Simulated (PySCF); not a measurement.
## EPR calculation of C$_{4}$H$_{6}$NSi

- system: C$_{4}$H$_{6}$NSi, multiplicity 2
- method: UKS B3LYP, pcH-1 on C H N Si, non-relativistic, mean-field spin-orbit, GIAO (PySCF 2.14.0)

It belongs to a series of runs on one base structure; here: H added to sp C.

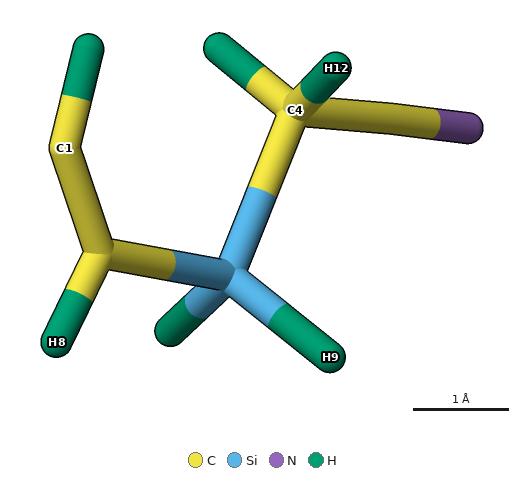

The input geometry (stick view, seen at a tilt; atoms are numbered from 1 in the order of the input). Bond lengths as drawn: C–C 1.29 to 1.43 Å, C–H 1.07 to 1.09 Å, C–N 1.14 Å, C–Si 1.92 to 1.93 Å and H–Si 1.46 Å.

## Results in brief

```csv
quantity,value
outcome,converged
total energy,−500.196947 hartree
⟨S²⟩,0.759
isotropic g,2.0021
hardware,"1 CPU thread, shared host"
wall time,42 s
peak memory,0.75 GiB
```

## Input file
```
{"job": {"kind": "epr", "basis": "pcH-1"}, "charge": 0, "multiplicity": 2}
C      2.239082    -1.087023     0.035413
C      1.885226     0.039224    -0.474041
Si     0.127828     0.833798    -0.466647
C     -1.019161    -0.399850     0.451161
C     -2.352678     0.105664     0.498812
N     -3.413028     0.535896     0.520408
H      1.781139    -1.886869     0.573034
H      2.603287     0.669064    -0.984342
H      0.172766     2.106104     0.255958
H     -0.325895     1.006791    -1.847544
H     -1.029181    -1.363971    -0.060483
H     -0.668188    -0.559512     1.472244
```

The first line tells a small driver script what to run in PySCF; the rest is the geometry in Å.

Run as:
```bash
OMP_NUM_THREADS=1 python <driver script> task.json out
```

## Log
```
UKS, coarse grid
  cycle   1  E = -500.11815152  |g| = 3.95e-01
  cycle   2  E = -499.95010261  |g| = 7.35e-01
  cycle   3  E = -500.18558795  |g| = 1.58e-01
  cycle   4  E = -500.19618547  |g| = 3.51e-02
  cycle   5  E = -500.19684943  |g| = 1.05e-02
  cycle   6  E = -500.19691982  |g| = 5.03e-03
  cycle   7  E = -500.19694148  |g| = 3.29e-03
  cycle   8  E = -500.19695271  |g| = 1.11e-03
  cycle   9  E = -500.19695724  |g| = 4.00e-04
UKS, final grid
  cycle   1  E = -500.19694695  |g| = 2.87e-04
  cycle   2  E = -500.19694707  |g| = 3.07e-04
  cycle   3  E = -500.19694712  |g| = 1.69e-04
  cycle   4  E = -500.19694715  |g| = 1.22e-04
  cycle   5  E = -500.19694718  |g| = 3.11e-05
  cycle   6  E = -500.19694719  |g| = 1.19e-05
E = -500.19694719 Eh   <S^2> = 0.7585 (exact 0.7500)
g shifts (ppm)      1          2          3
  rmc          -151       -151       -151
  gc             29          6        -50
  oz_so        -726         14        499
  total        -849       -131        298
hyperfine (MHz)  atom isotope    a_iso     a_fc   dipolar eigenvalues
    0   13C     307.62     307.76    -77.70    -57.41    135.11
    1   13C     -29.44     -29.43    -18.57      1.15     17.42
    2  29Si    -133.69    -133.88    -30.12     14.98     15.14
    3   13C      -2.09      -2.09     -0.64     -0.07      0.72
    4   13C      -0.54      -0.54     -0.43     -0.15      0.58
    5   14N       0.15       0.15     -0.25     -0.25      0.50
    6    1H      52.74      52.74    -30.59     -6.57     37.15
    7    1H     156.04     156.05     -6.69     -5.61     12.30
    8    1H       5.57       5.57     -2.16     -0.84      3.01
    9    1H       5.60       5.60     -2.17     -0.84      3.01
   10    1H      -0.30      -0.30     -1.98     -1.55      3.52
   11    1H      -0.29      -0.29     -1.97     -1.54      3.51
```

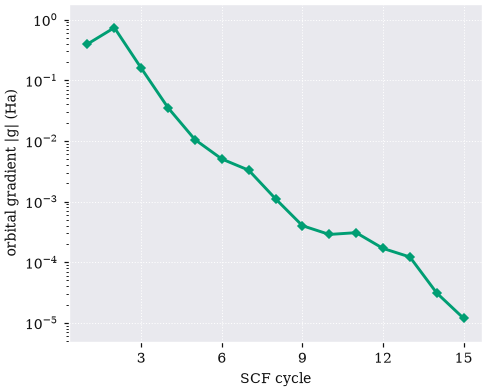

Convergence of the self-consistent field: orbital gradient |g| against the SCF cycle. All cycles printed in the log are drawn one after another.

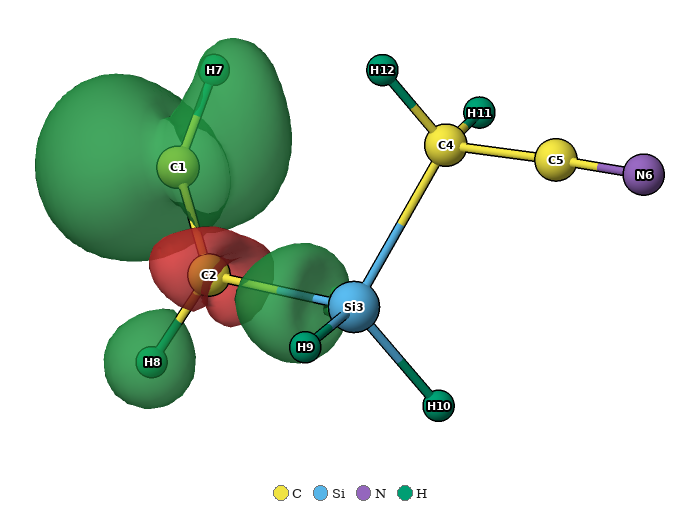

Isosurfaces of the spin density (α minus β) at +0.03 (green) and −0.03 e/Å³ (red), seen at a tilt. The unpaired spin (1 electron) lies mostly on C1 (about 0.8) and Si3 (about 0.1), in electrons by Hirshfeld's partition.

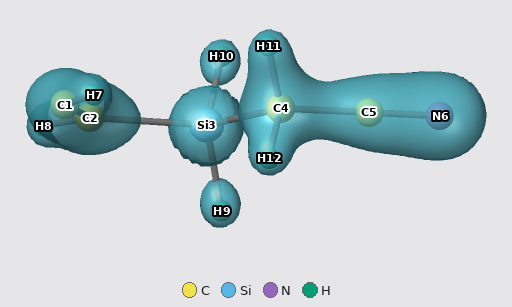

Isosurface of the total electron density at 1 e/Å³ (cyan), seen from the side. At this value the surface falls into five separate pieces. It is pinched off along the C–Si (1.92 Å) contacts. On the grid the lowest density along these lines, outside the cores, is 3.3 e/Å³ (C–N, 1.14 Å), 2.5 e/Å³ (C–C, 1.29 Å), 0.74 e/Å³ (C–Si, 1.92 Å) and 2 e/Å³ (C–H, 1.07 Å).

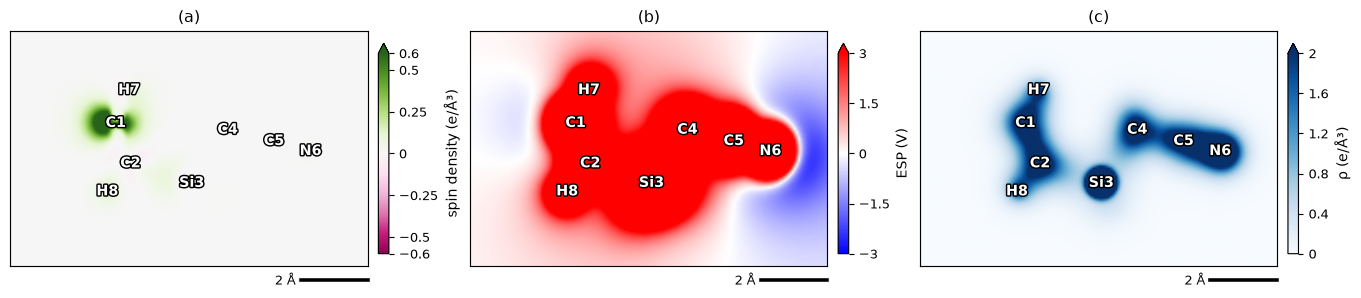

(a) spin density; (b) molecular electrostatic potential; (c) electron density on the plane of atoms Si3, C4 and C5. C–N (1.14 Å): ρ is about 3.6 e/Å³ halfway. C–C (1.29 Å): ρ is about 2.5 e/Å³ halfway. C–Si (1.92 Å): ρ at the midpoint is about 0.88 e/Å³. C–C (1.43 Å): ρ is about 1.9 e/Å³ halfway. The unpaired spin (1 electron) lies mostly on C1 (about 0.8) and Si3 (about 0.1), in electrons by Hirshfeld's partition.
